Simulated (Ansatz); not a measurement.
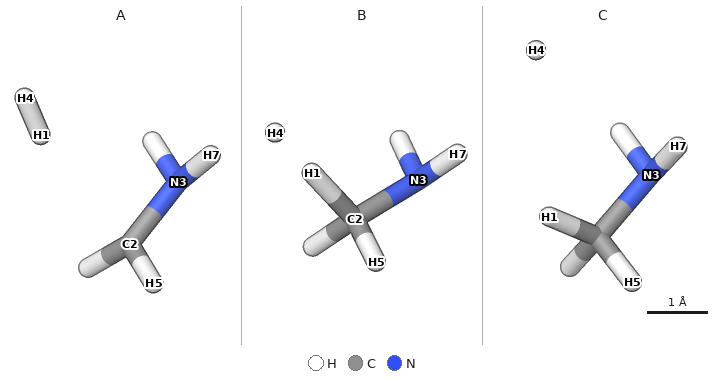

Three geometries of CH₆N (multiplicity 2): a saddle point and the two minima that it joins, in shuffled order. A stick model, seen from a free direction. Sticks join atoms that are closer than about 1.2 times the sum of their covalent radii (a little more with hydrogen).

Stationary points at PBE0-D4/def2-TZVP, single-point energies with CCSD(T)/CBS, r2SCAN0-D4, r2SCAN-D4 (def2-TZVPP where no basis is named; Ansatz 0.2.0). The energies are electronic, without zero-point or thermal terms, and both ends are the minima reached downhill from the saddle, with any fragments still in contact. CCSD(T)/CBS stands for a frozen-core estimate: MP2 correlation extrapolated from def2-TZVPP and def2-QZVPP, CCSD(T) minus MP2 from the smaller set.

Which frame is the transition state, what reaction does it lead through, and what barrier is to be expected?

Frame B is the saddle point. Counted by bonded pieces, C holds CH₅N + H and A holds CH₄N + H₂. From C over the saddle to A, a bond forms: H–H (2.86 → 1.08 → 0.75 Å). A bond breaks: C–H (1.10 → 1.24 → 2.75 Å). The saddle has one imaginary mode, 836i cm⁻¹. With CCSD(T)/CBS the barrier is 7.1 kcal/mol from C and 16.8 kcal/mol from A, and A lies 9.7 kcal/mol below C.

| level | barrier from C (kcal/mol) | barrier from A (kcal/mol) | A less C (kcal/mol) |
| --- | --- | --- | --- |
| CCSD(T)/CBS | 7.1 | 16.8 | −9.7 |
| r2SCAN0-D4 | 1.5 | 13.8 | −12.4 |
| r2SCAN-D4 | −1.0 | 12.1 | −13.1 |

Against CCSD(T)/CBS, r2SCAN0-D4 comes closest on the barrier from C (−5.6 kcal/mol) and r2SCAN-D4 misses most (−8.1 kcal/mol).

Limits of the set-up: the start holds two separate molecules, 2.9 Å apart at their closest, whose relative position is a soft coordinate.
